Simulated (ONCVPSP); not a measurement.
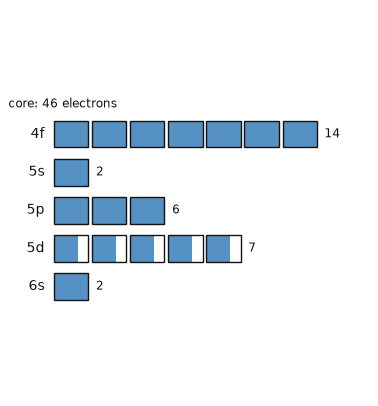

**Figure 1.** The valence shells of the reference configuration: a box for each of the 2l + 1 orbitals, shaded by the share of the shell that is filled, with the electron count at the right.

## Ir: pseudopotential generation

- system: iridium (Ir, Z = 77), core [Kr] 4d10, reference valence 4f14 5s2 5p6 5d7 6s2, valence charge 31.
- method: ONCV potential, PBE, non-relativistic, made with ONCVPSP 4.0.1

### Input file
```
# ATOM AND REFERENCE CONFIGURATION
# atsym  z   nc   nv     iexc    psfile
  Ir 77.00    9    5        4      upf
#
#   n    l    f
    1    0    2.00
    2    0    2.00
    2    1    6.00
    3    0    2.00
    3    1    6.00
    3    2   10.00
    4    0    2.00
    4    1    6.00
    4    2   10.00
    4    3   14.00
    5    0    2.00
    5    1    6.00
    5    2    7.00
    6    0    2.00
#
# PSEUDOPOTENTIAL AND OPTIMIZATION
# lmax
    3
#
#   l,   rc,      ep,       ncon, nbas, qcut
    0    0.45    0.00    4    8   25.60
    1    1.60    0.00    4    8    9.10
    2    2.05    0.00    4    8    6.50
    3    0.50    0.00    3    7   21.90
#
# LOCAL POTENTIAL
# lloc, lpopt,  rc(5),   dvloc0
    4    5    0.30    3.00
#
# VANDERBILT-KLEINMAN-BYLANDER PROJECTORs
# l, nproj, debl
    0    2    3.80
    1    1    0.80
    2    2    1.50
    3    1    3.60
#
# MODEL CORE CHARGE
# icmod, fcfact, rcfact
    0    0.00    0.00
#
# LOG DERIVATIVE ANALYSIS
# epsh1, epsh2, depsh
   -4.00    5.00    0.02
#
# OUTPUT GRID
# rlmax, drl
    6.00    0.01
#
# TEST CONFIGURATIONS
# ncnf
    4
# nvcnf
#   n    l    f
    5
    4    3   14.00
    5    0    2.00
    5    1    6.00
    5    2    7.00
    6    0    1.00
#
    5
    4    3   14.00
    5    0    2.00
    5    1    6.00
    5    2    7.00
    6    0    0.00
#
    5
    4    3   14.00
    5    0    2.00
    5    1    6.00
    5    2    6.00
    6    0    0.00
#
    6
    4    3   14.00
    5    0    2.00
    5    1    6.00
    5    2    7.00
    6    0    0.00
    6    1    2.00
#
```

The log's header says scalar-relativistic, as this program prints it for non-relativistic runs too.

Hardware: 1 CPU thread, shared host.

Launched with:
```bash
oncvpspnr.x < Ir.dat > Ir.out
```

### The program's output (extracts)
```
ONCVPSP  (Optimized Norm-Conservinng Vanderbilt PSeudopotential)
scalar-relativistic version 4.0.1

#   n    l    f        energy (Ha)
    1    0    2.00    -2.5455898E+03
    2    0    2.00    -4.2239455E+02
    2    1    6.00    -4.0562728E+02
    3    0    2.00    -9.7976751E+01
    3    1    6.00    -9.0124922E+01
    3    2   10.00    -7.5481934E+01
    4    0    2.00    -2.0334989E+01
    4    1    6.00    -1.6989320E+01
    4    2   10.00    -1.0859541E+01
    4    3   14.00    -2.7246269E+00
    5    0    2.00    -2.9024229E+00
    5    1    6.00    -1.8764001E+00
    5    2    7.00    -3.2821760E-01
    6    0    2.00    -1.8660876E-01

Reference configufation results
  iterations    23
  all-electron total energy (Ha)   -1.68097602D+04

Begin loop to  construct optimized pseudo wave functions
and semi-local pseudopoentials for all angular momenta

Calculating optimized projector #   1

 for l=   0

    Fraction of norm inside rc  0.071801
    Optimizing pswf for qcut=  25.58 a_B^-1,  ecut= 327.14 Ha
    Residual kinetic energy error=  2.90D-06 Ha
 ERROR pspot:  first pseudo wave function has node,          program will stop
 ERROR pspot: try changing psp parameters for this l
```

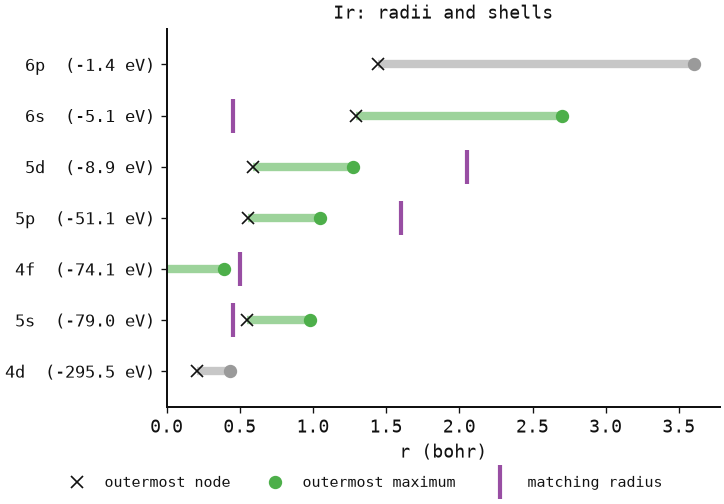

**Figure 2.** Outer shells of the all-electron reference atom: each bar runs from the outermost node (or the nucleus) to the outermost maximum of u(r); the tick is the radius chosen for the pseudo-wave. Shells without a tick have no pseudo-wave of their own. Levels, nodes and maxima are from ld1.x, non-relativistic.

- Radii against the shells: 5s: 0.45 bohr, inside the outermost node; 4f: 0.50 bohr, outside the maximum; 5p: 1.60 bohr, outside the maximum; 5d: 2.05 bohr, outside the maximum; 6s: 0.45 bohr, inside the outermost node.

### Outcome

- outcome: ended with an error

### Diagnosis

The generator stopped with the message “ERROR pspot: first pseudo wave function has node, program will stop”. In words: the optimised pseudo-wave of the first projector has a node, so the radial equation cannot be inverted for a potential. The 5s radius (0.450 bohr) lies inside the outermost all-electron node (0.547 bohr). It was at work on the s channel when it stopped.
